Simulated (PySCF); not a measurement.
## Run report: C3H7NO (charge −1), EPR calculation

The run: EPR calculation of C3H7NO, charge −1, multiplicity 2, SMILES CCN[CH][O-]. Method and program: UKS B3LYP, pcH-1 on C H N O, non-relativistic, mean-field spin-orbit, GIAO (PySCF 2.14.0).

It belongs to a series of runs on one base structure; here: electron added.

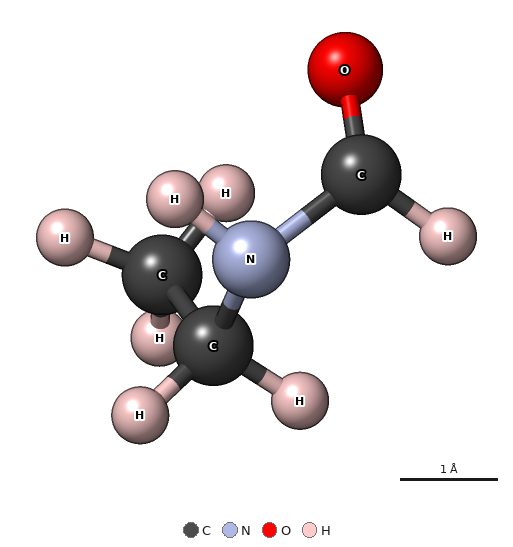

The structure as given in the input (ball-and-stick view, seen at a tilt). Bond lengths as drawn: C–C 1.53 Å, C–H 1.09 to 1.12 Å, C–N 1.47 Å, C–O 1.30 Å and H–N 1.02 Å.

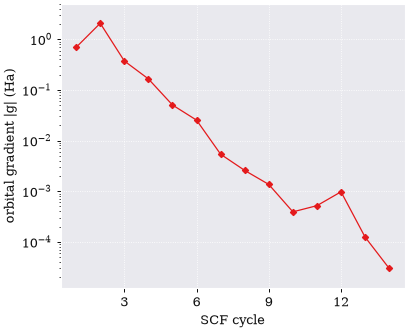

Convergence of the self-consistent field: orbital gradient |g| against the SCF cycle. All cycles printed in the log are drawn one after another.

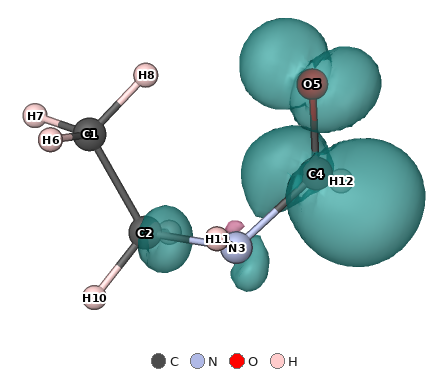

Isosurfaces of the spin density (α minus β) at +0.03 (teal) and −0.03 e/Å³ (pink), seen at a tilt. The unpaired spin (1 electron) lies mostly on C4 (about 0.5) and O5 (about 0.3), in electrons by Hirshfeld's partition.

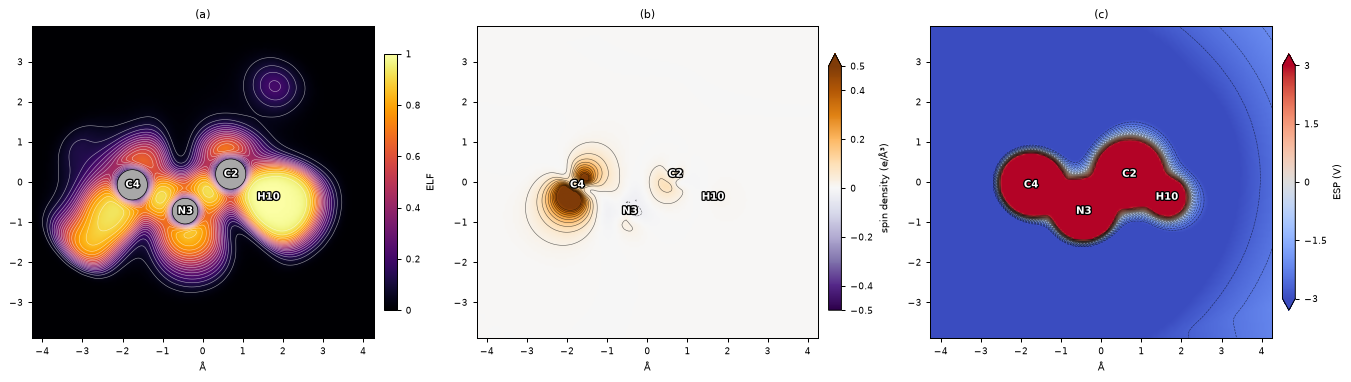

(a) ELF; (b) spin density (α minus β); (c) electrostatic potential on the plane of atoms C2, N3 and C4. Grey discs, where drawn, cover atomic cores. The section cuts through C, N and H sites. The unpaired spin (1 electron) lies mostly on C4 (about 0.5) and O5 (about 0.3), in electrons by Hirshfeld's partition.

These pictures come from the run below.

**The input**
```
{"job": {"kind": "epr", "basis": "pcH-1"}, "charge": -1, "multiplicity": 2}
C     -1.305666     0.161576    -0.242441
C     -0.251300    -0.847179     0.228268
N      0.950807    -0.229828     0.797097
C      1.736044     0.561458    -0.160401
O      1.374165     1.772249    -0.480795
H     -1.812906     0.611197     0.612241
H     -2.050844    -0.300914    -0.893144
H     -0.781881     0.949009    -0.782444
H      0.081117    -1.447695    -0.627313
H     -0.692527    -1.537896     0.971781
H      0.646869     0.428206     1.515489
H      2.107319    -0.120867    -0.964364
```

The first line tells a small driver script what to run in PySCF; the rest is the geometry in Å.

Launched with:
```bash
OMP_NUM_THREADS=1 python <driver script> task.json out
```

**Output**
```
UKS, coarse grid
  cycle   1  E = -248.26598217  |g| = 6.94e-01
  cycle   2  E = -245.09527319  |g| = 2.07e+00
  cycle   3  E = -248.39439626  |g| = 3.73e-01
  cycle   4  E = -248.45911602  |g| = 1.65e-01
  cycle   5  E = -248.47183005  |g| = 5.04e-02
  cycle   6  E = -248.47266685  |g| = 2.53e-02
  cycle   7  E = -248.47293658  |g| = 5.37e-03
  cycle   8  E = -248.47295910  |g| = 2.57e-03
  cycle   9  E = -248.47296449  |g| = 1.36e-03
  cycle  10  E = -248.47296547  |g| = 3.91e-04
UKS, final grid
  cycle   1  E = -248.47294666  |g| = 5.18e-04
  cycle   2  E = -248.47294642  |g| = 9.73e-04
  cycle   3  E = -248.47294678  |g| = 1.24e-04
  cycle   4  E = -248.47294678  |g| = 2.99e-05
E = -248.47294678 Eh   <S^2> = 0.7538 (exact 0.7500)
g shifts (ppm)      1          2          3
  rmc          -221       -221       -221
  gc             -2         15        -21
  oz_so         -40       1698       2466
  total        -263       1493       2224
hyperfine (MHz)  atom isotope    a_iso     a_fc   dipolar eigenvalues
    0   13C       7.52       7.52     -0.92     -0.65      1.57
    1   13C     119.16     119.16     -3.43     -2.51      5.94
    2   14N      23.71      23.71     -1.11     -0.82      1.93
    3   13C     218.81     218.81    -53.26    -51.47    104.73
    4   17O     -39.72     -39.72   -110.92     54.08     56.84
    5    1H      -0.24      -0.24     -1.57     -1.02      2.59
    6    1H       5.25       5.25     -1.28     -0.93      2.20
    7    1H       0.60       0.60     -4.76     -1.04      5.81
    8    1H       2.37       2.37     -4.90     -1.05      5.94
    9    1H       9.00       9.00     -2.77     -2.60      5.37
   10    1H       3.44       3.44     -5.36     -3.84      9.21
   11    1H       4.91       4.91    -23.01     -3.28     26.28
```

**Key numbers**

- outcome: converged
- total energy: −248.472947 hartree
- ⟨S²⟩: 0.754
- isotropic g: 2.0035
- hardware: 1 CPU thread, shared host
- wall time: 23 s
- peak memory: 0.78 GiB
